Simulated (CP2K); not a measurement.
# C3H5InS (SMILES [CH3][InH][C]#CS): GFN0-xTB

Aim: the energy change on altering one bond length of C3H5InS at GFN0-xTB, from 2 runs. 

The calculation is run with CP2K 2026.2.

3 further runs of the same task are left out: 3 set aside as unsound or not needed.

## (1) The system as given

C3H5InS has 10 atoms, charge 0, and is taken as a singlet. As SMILES, `[CH3][InH][C]#CS`. The shape comes from GFN2-xTB, which is rough for such elements, and wasn't checked as a minimum.

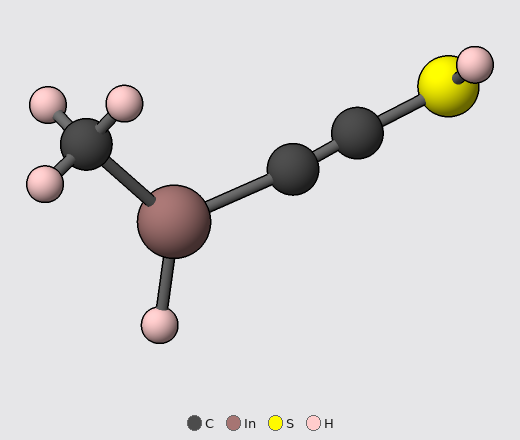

Viewed from a chosen angle; carbon dark grey, indium brown, sulfur yellow, hydrogen pink.

## (2) Energy and gradient at GFN0-xTB

The input, run.inp:

```
&FORCE_EVAL
  METHOD Quickstep
  &DFT
    &QS
      METHOD XTB
      EPS_DEFAULT 1.0E-10
      &XTB
        GFN_TYPE 0
        CHECK_ATOMIC_CHARGES F
      &END XTB
    &END QS
    &POISSON
      PERIODIC NONE
      POISSON_SOLVER ANALYTIC
    &END POISSON
    &SCF
      SCF_GUESS ATOMIC
      EPS_SCF 1.0E-06
      MAX_SCF 150
      ADDED_MOS 4
      &DIAGONALIZATION
        ALGORITHM STANDARD
      &END DIAGONALIZATION
      &MIXING
        METHOD DIRECT_P_MIXING
        ALPHA 0.4
      &END MIXING
      &SMEAR ON
        METHOD FERMI_DIRAC
        ELECTRONIC_TEMPERATURE [K] 300
      &END SMEAR
    &END SCF
    &PRINT
      &MOMENTS
        PERIODIC F
        REFERENCE COM
        MAX_MOMENT 1
      &END MOMENTS
      &MO ON
        ENERGIES T
        OCCUPATION_NUMBERS T
        NDIGITS 6
        &EACH
          QS_SCF 0
        &END EACH
        ADD_LAST NUMERIC
      &END MO
      &HIRSHFELD OFF
      &END HIRSHFELD
    &END PRINT
  &END DFT
  &SUBSYS
    &CELL
      ABC 14.2 12.3 13.2
      PERIODIC NONE
    &END CELL
    &COORD
      C     -2.181120    -0.881190     0.421060
      In    -0.154040    -0.471910     1.217170
      C      1.366080     0.346710    -0.072410
      C      2.147310     0.786310    -0.888670
      S      3.319910     1.369220    -1.979030
      H     -2.186270    -1.859660    -0.057770
      H     -2.407580    -0.118790    -0.323940
      H     -2.927700    -0.862390     1.213430
      H      0.424380    -0.736950     2.831950
      H      2.599030     2.428660    -2.361770
    &END COORD
    &TOPOLOGY
      &CENTER_COORDINATES
      &END CENTER_COORDINATES
    &END TOPOLOGY
  &END SUBSYS
  &PRINT
    &FORCES ON
    &END FORCES
  &END PRINT
&END FORCE_EVAL

&GLOBAL
  PROJECT_NAME run
  RUN_TYPE ENERGY_FORCE
  PRINT_LEVEL MEDIUM
&END GLOBAL
```

The run is started by

```console
$ OMP_NUM_THREADS=1 cp2k.psmp run.inp > run.out
```

Output:

```text
CP2K| version string:                                       CP2K version 2026.2
[...]
 GLOBAL| Method name                                                        CP2K
[...]
 GLOBAL| Run type                                                   ENERGY_FORCE
[...]
                             - Atoms:                                         10
[...]
                             - Spherical basis functions:                     40
[...]
 Number of electrons:                                                         26
[...]
  Fermi energy:                                                -0.32287866992320
[...]
 TB_DIPOLE| Moment [Debye]         -1.68961353       0.22744667      -0.43588356
 TB_DIPOLE| Derivative [a.u.]       0.00000000       0.00000000       0.00000000
[...]
 ENERGY| Total FORCE_EVAL ( QS ) energy [hartree]            -13.580729123957973
 FORCES| Atomic forces [hartree/bohr]
 FORCES|   Atom     x               y               z               |f|
 FORCES|      1  4.70750420E-03  7.52625556E-04  6.66699373E-04   4.81368145E-03
 FORCES|      2 -1.03251506E-02 -3.52611803E-03  1.05990824E-03   1.09620093E-02
 FORCES|      3 -5.72803811E-03 -3.53192160E-03  7.61380362E-03   1.01614416E-02
 FORCES|      4  1.33281488E-02  8.84908578E-03 -1.38794623E-02   2.11798334E-02
 FORCES|      5 -2.02262325E-03  2.25435185E-04  6.96686621E-04   2.15109230E-03
 FORCES|      6 -1.40071030E-03  1.78657092E-03  5.06804566E-04   2.32608595E-03
 FORCES|      7 -1.61762797E-03 -1.88909152E-03  1.10079461E-03   2.71976760E-03
 FORCES|      8  5.58705372E-04  4.81096323E-05 -2.17915131E-03   2.25014814E-03
 FORCES|      9  2.31062689E-03 -1.14105958E-04  2.76778496E-03   3.60730514E-03
 FORCES|     10  1.89164912E-04 -2.60058997E-03  1.64613161E-03   3.08360192E-03
 FORCES| Sum     1.48318857E-16 -1.29236899E-16 -2.39391840E-16
 FORCES| Total atomic force                                       3.09853372E-16
[...]
```

Run time: 0.4 s. Hardware: 1 thread of Arm Neoverse N1, shared host; peak memory 0.14 GiB.

## (3) The distorted shape, same level

The input, calc.inp:

```
&GLOBAL
  PROJECT calc
  RUN_TYPE ENERGY_FORCE
  PRINT_LEVEL MEDIUM
&END

&FORCE_EVAL
  METHOD QS
  &DFT
    CHARGE 0
    MULTIPLICITY 1
    &QS
      METHOD XTB
      EPS_DEFAULT 1.0E-10
      &XTB
        GFN_TYPE 0
        CHECK_ATOMIC_CHARGES F
      &END
    &END
    &POISSON
      PERIODIC NONE
      POISSON_SOLVER ANALYTIC
    &END
    &SCF
      SCF_GUESS ATOMIC
      EPS_SCF 1.0E-06
      MAX_SCF 150
      ADDED_MOS 4
      &DIAGONALIZATION
        ALGORITHM STANDARD
      &END
      &MIXING
        METHOD DIRECT_P_MIXING
        ALPHA 0.4
      &END
      &SMEAR ON
        METHOD FERMI_DIRAC
        ELECTRONIC_TEMPERATURE [K] 300
      &END
    &END
    &PRINT
      &MOMENTS
        PERIODIC F
        REFERENCE COM
        MAX_MOMENT 1
      &END
      &MO ON
        ENERGIES T
        OCCUPATION_NUMBERS T
        NDIGITS 6
        &EACH
          QS_SCF 0
        &END
        ADD_LAST NUMERIC
      &END
      &HIRSHFELD OFF
      &END
    &END
  &END
  &SUBSYS
    &CELL
      ABC [angstrom] 14.2 12.3 13.5
      PERIODIC NONE
    &END
    &COORD
      C     -2.296795    -0.828186     0.098130
      In    -0.269715    -0.418906     0.894240
      C      1.250405     0.399714    -0.395340
      C      2.031635     0.839314    -1.211600
      S      3.204235     1.422224    -2.301960
      H     -2.301945    -1.806656    -0.380700
      H     -2.523255    -0.065786    -0.646870
      H     -3.043375    -0.809386     0.890500
      H      0.424380    -0.736950     2.831950
      H      2.483355     2.481664    -2.684700
    &END
    &TOPOLOGY
      &CENTER_COORDINATES
      &END
    &END
  &END
  &PRINT
    &FORCES ON
    &END
  &END
&END
```

The run is started by

```console
$ OMP_NUM_THREADS=1 cp2k.psmp -i calc.inp > calc.out 2>&1
```

Output:

```text
CP2K| version string:                                       CP2K version 2026.2
[...]
 GLOBAL| Method name                                                        CP2K
[...]
 GLOBAL| Run type                                                   ENERGY_FORCE
[...]
                             - Atoms:                                         10
[...]
                             - Spherical basis functions:                     40
[...]
 Number of electrons:                                                         26
[...]
  Fermi energy:                                                -0.34816400928191
[...]
 TB_DIPOLE| Moment [Debye]         -3.34855495       0.37180005      -2.84048501
 TB_DIPOLE| Derivative [a.u.]       0.00000000       0.00000000       0.00000000
[...]
 ENERGY| Total FORCE_EVAL ( QS ) energy [hartree]            -13.574154791895838
 FORCES| Atomic forces [hartree/bohr]
 FORCES|   Atom     x               y               z               |f|
 FORCES|      1 -8.89799184E-04 -1.01421032E-03  5.08795382E-04   1.44195628E-03
 FORCES|      2 -5.98883798E-03 -6.77808731E-03  1.80131393E-02   2.01564341E-02
 FORCES|      3 -3.28380438E-03 -2.88128021E-03  7.42650737E-03   8.61615683E-03
 FORCES|      4  1.28083908E-02  8.50560937E-03 -1.28716889E-02   2.00519486E-02
 FORCES|      5 -2.33914768E-03  1.66496469E-04  6.51595304E-04   2.43390826E-03
 FORCES|      6  9.09011894E-04  2.05298979E-03  1.46768792E-03   2.68238281E-03
 FORCES|      7  1.47393105E-03 -9.73741369E-04  2.19733090E-03   2.81938079E-03
 FORCES|      8  2.02859555E-03  2.85624568E-04 -1.55907685E-03   2.57439350E-03
 FORCES|      9 -4.93779511E-03  3.23094576E-03 -1.74647465E-02   1.84347010E-02
 FORCES|     10  2.19455029E-04 -2.59434675E-03  1.63045606E-03   3.07199976E-03
 FORCES| Sum     4.09232110E-16 -1.24032729E-16  1.93421668E-16
 FORCES| Total atomic force                                       4.69326090E-16
[...]
```

It took 0.4 s on 1 thread of Arm Neoverse N1, shared host; peak memory 0.14 GiB.

## (4) Results

At GFN0-xTB:

```
                                                          quantity         value
                                         first shape: total energy  -13.58073 Eh
            first shape: dipole moment (from atomic charges alone)        1.76 D
                                          first shape: HOMO energy     -10.88 eV
                                          first shape: LUMO energy      -7.89 eV
                                        first shape: HOMO–LUMO gap       2.99 eV
                                    first shape: dispersion energy  -6.02 kJ/mol
                             first shape: largest force on an atom    1.089 eV/Å
                                     distorted shape: total energy  -13.57415 Eh
        distorted shape: dipole moment (from atomic charges alone)        4.41 D
                                      distorted shape: HOMO energy     -10.88 eV
                                      distorted shape: LUMO energy      -8.58 eV
                                    distorted shape: HOMO–LUMO gap       2.31 eV
                                distorted shape: dispersion energy  -5.99 kJ/mol
                         distorted shape: largest force on an atom    1.036 eV/Å
energy change with the In2–H9 bond stretched from 1.736 to 2.083 Å      0.179 eV
```

What this shows: With the In2–H9 bond stretched from 1.736 to 2.083 Å the energy rises by 0.18 eV (4.1 kcal/mol). The first shape isn't relaxed at this level, so the change isn't measured from a minimum. The largest force (first shape) is 1.09 eV/Å: the shape isn't a stationary point for this species at this level. The dipole (first shape) comes from point charges on the atoms alone, without atomic dipoles, so it is partial. The dipole (distorted shape) comes from point charges on the atoms alone, without atomic dipoles, so it is partial.
